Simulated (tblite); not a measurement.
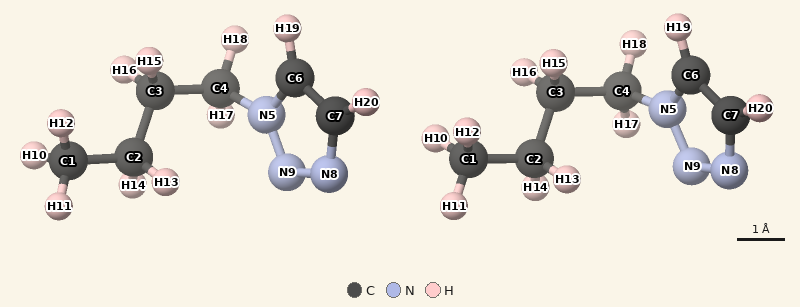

Two geometries of C$_{6}$H$_{11}$N$_{3}$, drawn at one scale. One is the start of a relaxation, the other its converged end. The picture is a ball-and-stick view, seen from a free direction.

Level of theory: GFN2-xTB geometry optimisation, gas phase in tblite 0.8.0. 

**Which one is relaxed?**

The right one is the relaxed one. H10 moves most after the best rigid fit: 0.41 Å. Largest moves by element: H 0.41 Å, N 0.20 Å, C 0.13 Å. Some distances before and after: N8–N9 1.343 → 1.279 Å, C3–C4 1.485 → 1.531 Å, C1–H10 1.134 → 1.088 Å, C3–H15 1.124 → 1.093 Å. Among the angles between lasting bonds that change: C4–N5–N9 130.2° → 121.9°, C4–N5–C6 120.1° → 128.3°, H17–C4–H18 103.9° → 109.3°. Groups turn about C1–C2 by about 20°. The energy falls by 11.7 kcal/mol in 81 geometry steps.
